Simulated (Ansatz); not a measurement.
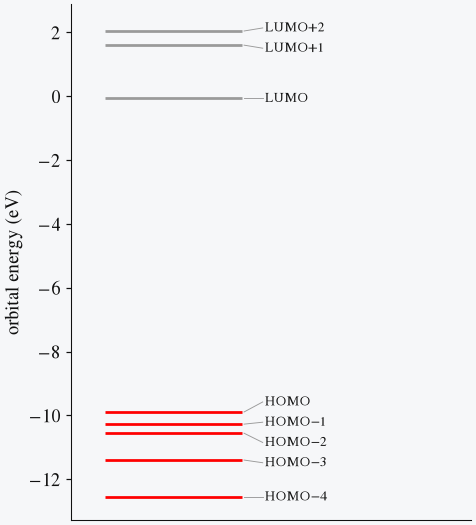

CH₄O₂Sn, SMILES C[O][Sn][OH], singlet. Kohn-Sham orbital energies near the frontier, ωB97X-V/def2-TZVPP in the Ansatz code, at a PBE0-D4/def2-TZVP geometry (a minimum by its frequencies), isolated molecule; empty levels in grey, levels within 0.03 eV side by side.

**Where do the frontier orbitals lie?**

HOMO at −9.89 eV, LUMO at −0.07 eV, 9.82 eV apart.

**How far below the HOMO does the next level lie?**

0.38 eV.

Caveats: core potentials past krypton; spin-orbit coupling is left out, and with Sn it can shift these levels and split any degenerate set; one conformer of a flexible molecule; empty levels above zero depend strongly on the basis; empty levels above zero depend strongly on the basis.
